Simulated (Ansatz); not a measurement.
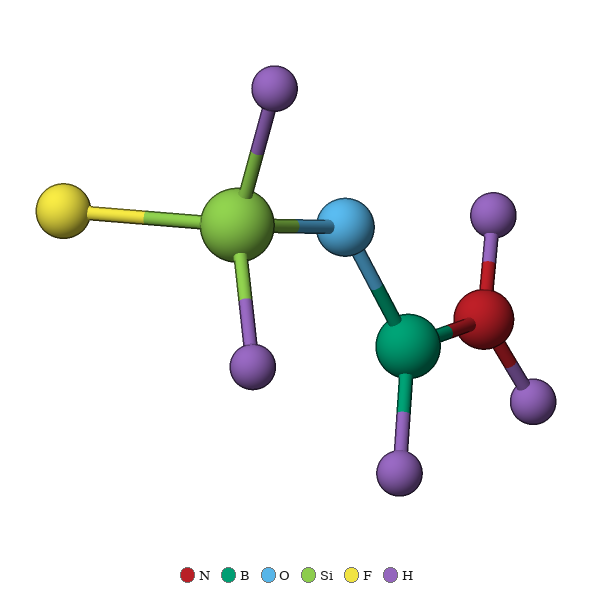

Simulated data, not a measurement (program: Ansatz).

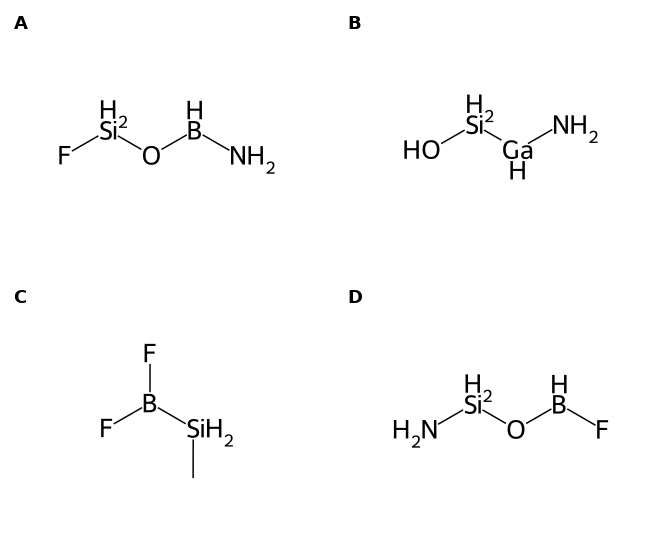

Which structural formula matches the 3D model?

Answer. A, `NBO[SiH2]F`.
